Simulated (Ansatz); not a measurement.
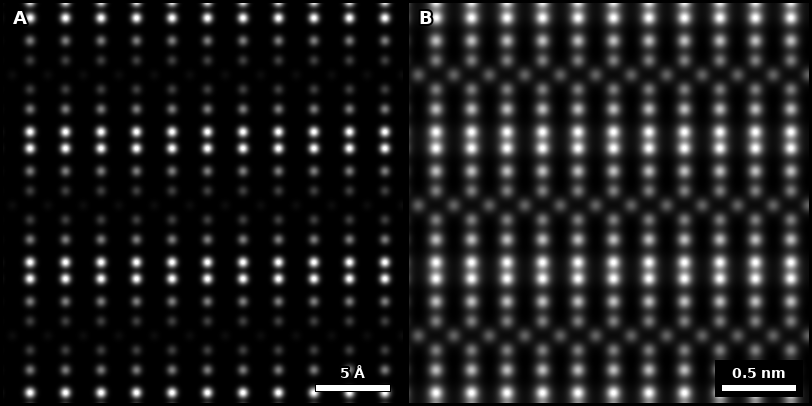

Two simulated images of the same area of GaAgWO (P4/nmm, No. 129) along [110], with a probe of 0.57 Å. One is incoherent Z contrast (Z^1.7 per atom), the other the projected potential of neutral atoms blurred by the probe (iDPC-like, thin sample). Brightness is counted from the darkest point of the image. Structure used: coordinates from a relaxation (final pressure about 5 GPa) with Ansatz, DFT, PAW plane waves, r2scan; the starting structure was generated, so it need not be a known form of this composition.

Which panel is which, and how can one tell?

A is the Z-contrast image and B the potential image. The columns of 2 O per repeat reach about 5 % of the brightest peak (1 W) in A but about 37 % in B, mainly since the potential grows much more slowly with atomic number. The O columns show clearly in B alone.
